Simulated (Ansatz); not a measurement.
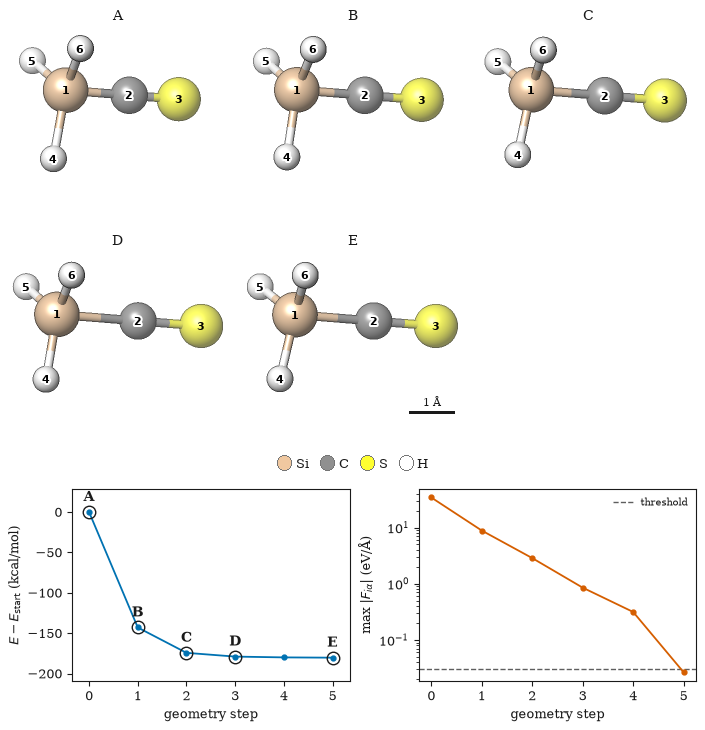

Frames of a relaxation of CH3SSi (charge +1), marked on the history of the run. The picture is a ball-and-stick view, seen at a tilt.

It is one of the separated reactants of a reaction.

Theory: Ansatz, RKS PBE-D4/def2-SVP.

Input
```yaml
crystal:
  periodic: [false, false, false]
  atoms:
    - {symbol: Si, position_ang: [-0.331615, 0.412137, -0.268648]}
    - {symbol: C, position_ang: [0.532039, -0.664233, 0.431281]}
    - {symbol: S, position_ang: [1.204983, -1.500292, 0.976424]}
    - {symbol: H, position_ang: [-1.516386, -0.505794, -0.765694]}
    - {symbol: H, position_ang: [0.714659, 0.905435, -1.344315]}
    - {symbol: H, position_ang: [-0.603681, 1.352747, 0.970952]}
basis:
  gaussian: {orbitals: def2-SVP}
total_charge: 1
hamiltonian: {xc: pbe, dispersion: d4}
relax: {f_tol: 0.03, max_steps: 250}
```

Run as
```bash
ansatz run in.yaml --threads 2 --pin off --events-out ev --progress --plain --max-ram 4352MiB
```

> What happens along the run?

The largest move after the best rigid fit is that of S3, 0.54 Å. By element the largest moves are S 0.54 Å, H 0.23 Å, C 0.23 Å, Si 0.14 Å. Near-neighbour distances that change, for instance: Si1–S3 2.751 → 3.425 Å, Si1–C2 1.547 → 1.912 Å, C2–S3 1.204 → 1.513 Å, Si1–H4 1.579 → 1.498 Å. Among the angles between lasting bonds that change: C2–Si1–H4 99.0° → 102.3°, H4–Si1–H5 117.7° → 115.6°. The energy falls by 180.3 kcal/mol in 5 geometry steps. The largest force component goes from 34 to 0.027 eV/Å. From step 0 to 1: S3 moves most (0.19 Å), energy −142.9 kcal/mol. From step 1 to 2: S3 moves most (0.20 Å), energy −31.4 kcal/mol. From step 2 to 3: S3 moves most (0.15 Å), energy −4.65 kcal/mol. From step 3 to 5: Si1 moves most (0.07 Å), energy −1.33 kcal/mol.

```json
{"step": "0", "E − E(0), kcal/mol": "0.00", "largest force component, eV/Å": "34.1876"}
{"step": "1", "E − E(0), kcal/mol": "-142.92", "largest force component, eV/Å": "8.8322"}
{"step": "2", "E − E(0), kcal/mol": "-174.29", "largest force component, eV/Å": "2.8599"}
{"step": "3", "E − E(0), kcal/mol": "-178.94", "largest force component, eV/Å": "0.8519"}
{"step": "4", "E − E(0), kcal/mol": "-179.93", "largest force component, eV/Å": "0.3149"}
{"step": "5", "E − E(0), kcal/mol": "-180.27", "largest force component, eV/Å": "0.0267"}
```
